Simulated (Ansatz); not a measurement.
Two G0W0 runs on Bi2Te2Pb2S3 (P-3m1).

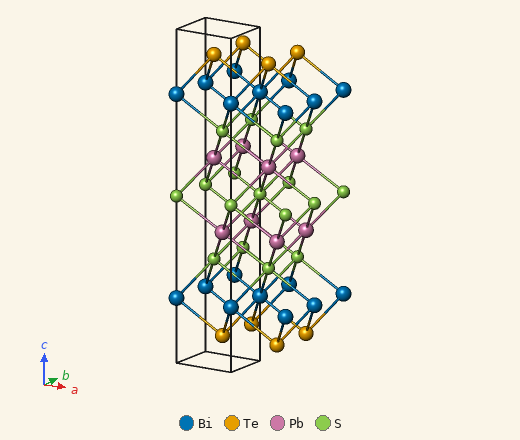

The structure (bismuth blue, tellurium orange, lead pink, sulfur green). 2×2×1 cells are drawn. Some periodic images of atoms are drawn too.

The structure is trigonal, space group P-3m1 (No. 164). The conventional cell has a = 4.258 Å, b = 4.258 Å, c = 16.943 Å, α = 90.00°, β = 90.00°, γ = 120.00°. Nearest to Bi lie 3 S at 3.02 Å and 3 Te at 3.04 Å. Nearest to Te lie 3 Bi at 3.04 Å. Pb has 6 S at 2.99 to 3.00 Å nearest. Nearest to S lie 3 Pb at 2.99 Å and 3 Bi at 3.02 Å. Nearest to S lie 6 Pb at 3.00 Å. Farther neighbours and most contacts between anions are not listed.

```
Bi Te Pb S
1.0
     4.25788    0.00000    0.00000
    -2.12894    3.68743    0.00000
     0.00000    0.00000   16.94310
Bi Te Pb S
2 2 2 3
Direct
  0.00000 0.00000 0.19477
  0.00000 0.00000 0.80523
  0.33333 0.66667 0.91060
  0.66667 0.33333 0.08940
  0.33333 0.66667 0.60123
  0.66667 0.33333 0.39877
  0.33333 0.66667 0.29817
  0.66667 0.33333 0.70183
  0.00000 0.00000 0.50000
```

The cell and positions come from the Crystallography Open Database and are kept as given unless a step says otherwise. Spin-orbit coupling is left out unless a run names it.

The first (Ansatz 0.2.0; start PBE, 3×3×1 mesh, 604 empty bands, screening to 100 eV, PAW set soft_1 files; 1 × NVIDIA H100 80GB HBM3 (shared by 6 runs) with 2 threads of AMD EPYC 7R13 (Zen 3), shared host) gave, on its mesh: starting gap 0.39 eV, G0W0 gap 0.55 eV, RPA ε∞ (mean) 37.77, 11 s.

Question: The second changes files from PAW set soft_1 to hard PAW and mesh from 3×3×1 to 6×6×1. What does it give?

It gave: starting gap 0.38 eV, G0W0 gap 0.58 eV, RPA ε∞ (mean) 21.81, 52 s. The G0W0 gap moves by +0.02 eV, −0.003 eV from the start and +0.03 eV from the correction. Σc changes by −0.23 eV at the valence top and +0.25 eV at the conduction bottom, and Σx − Vxc between them by −0.46 eV.

Limits: not at the basis limit; model gap, bands may invert with spin-orbit coupling; mesh may overstate the screening; no spin-orbit coupling; coarse k mesh.

[Paths, hosts, dates, memory and timing lines, banners, echoed tables and standing remarks are left out of the program output.]

[Logs are printed without paths, hosts, clocks, repeated set-up lines and the standing remarks that a program may print on its own settings, such as how far it seeks lower states.]

[Runs of the session that timed out or met a known fault of the program may be left out.]

[Cells called generated may have been cut or substituted from an entry of the Crystallography Open Database or the Materials Project.]

[Hosts, paths, dates, database ids (printed as entryN), source tags and the programs' standing remarks are cut or masked in the printed files.]
